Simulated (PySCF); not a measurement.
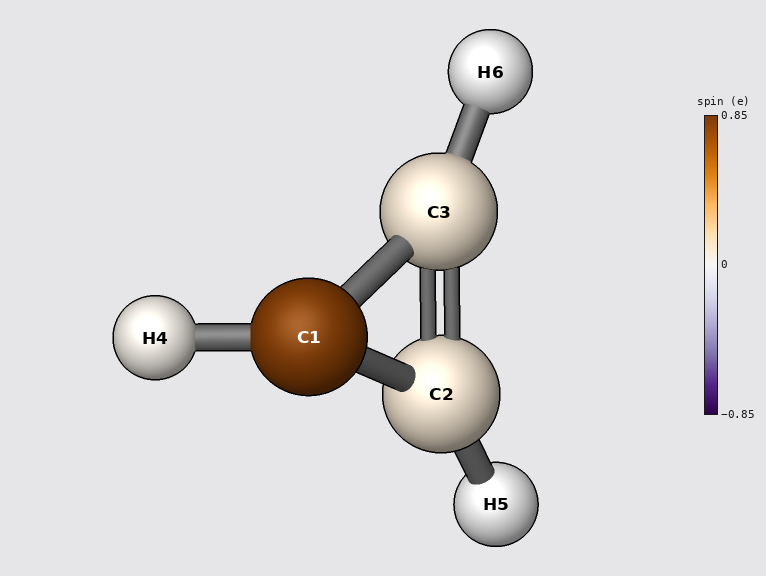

Atoms are coloured by their Mulliken spin populations. Charge 0, doublet. The computed structure is the end point of a GFN2-xTB optimisation. No frequency run is at hand to confirm it as a minimum. Method: UKS B3LYP, pcH-1 on C H, non-relativistic (PySCF 2.14.0).

Which atom carries the largest spin population?

Answer. C1 (0.82 e).

Which atom has the lowest spin population?

Answer. H5, H6 (−0.01 e).

List the Mulliken spin populations.

```json
{"atom": "C1", "value (e)": "0.82"}
{"atom": "C2", "value (e)": "0.08"}
{"atom": "C3", "value (e)": "0.08"}
{"atom": "H4", "value (e)": "0.03"}
{"atom": "H5", "value (e)": "−0.01"}
{"atom": "H6", "value (e)": "−0.01"}
```

Mulliken values depend strongly on the basis set.
